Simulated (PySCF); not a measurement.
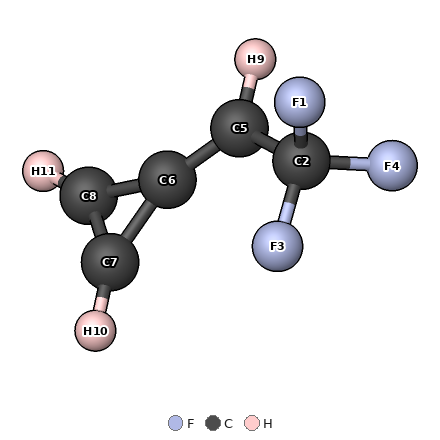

C₅H₃F₃, SMILES FC(F)(F)C=C1C=C1. Vertical core-electron binding energies by ΔSCF (B3LYP, pcX-2 on the ionised atom, pcseg-1 elsewhere, spin-free X2C; PySCF, at a PBE0-D3(BJ)/def2-SVP geometry (no frequency check)), gas phase, against the vacuum level. One atom of each kind was ionised; within a panel, areas follow the number of like atoms, Gaussians of 0.4 eV full width. Only the regions named are shown. Lines closer than the width merge in the curve.

**Predict the C 1s photoelectron lines.**

| level | atoms | binding energy (eV) |
| --- | --- | --- |
| C 1s | C2 | 297.7 |
| C 1s | C8 | 292.2 |
| C 1s | C7 | 292.2 |
| C 1s | C6 | 292.1 |
| C 1s | C5 | 290.4 |

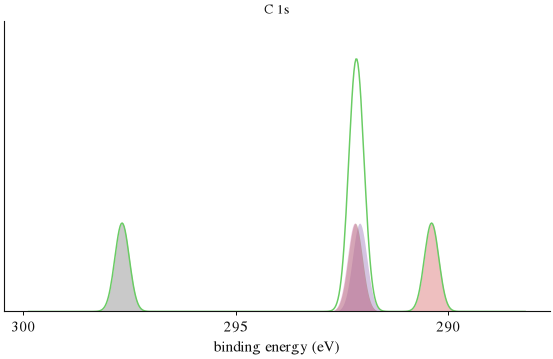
